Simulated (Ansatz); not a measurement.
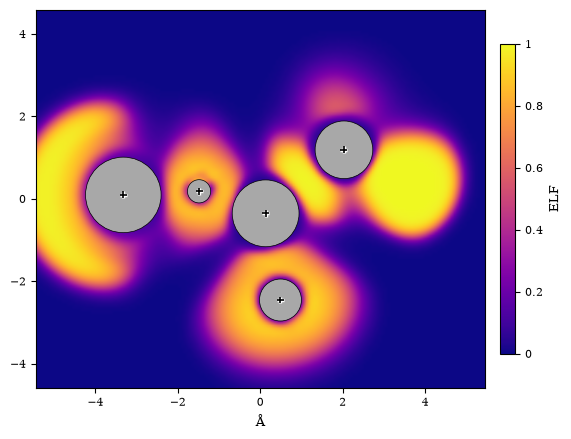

The electron localisation function on a plane through atoms (crosses mark nuclei in the plane; grey discs cover the cores).

Level of theory: Ansatz 0.2.0, isolated molecule in a Gaussian basis; Kohn-Sham density functional theory, functional PBE0.

Candidates:
A. AlClGaH3OSi
B. BGaH5N
C. AlH3Si2 (charge +1, doublet)

Question: Which system is this?

Answer: Candidate A: AlClGaH3OSi on the plane of atoms Cl2, Al1 and Si5, which holds Al, Cl, Ga, O and Si. Al–O (1.70 Å): the ELF peaks at about 0.85 in the valence shell of O, 0.6 Å from its nucleus, and is about 0.50 at the midpoint. Ga–O (1.84 Å): the ELF peaks at about 0.85 in the valence shell of O, 0.6 Å from its nucleus, and is about 0.25 at the midpoint.
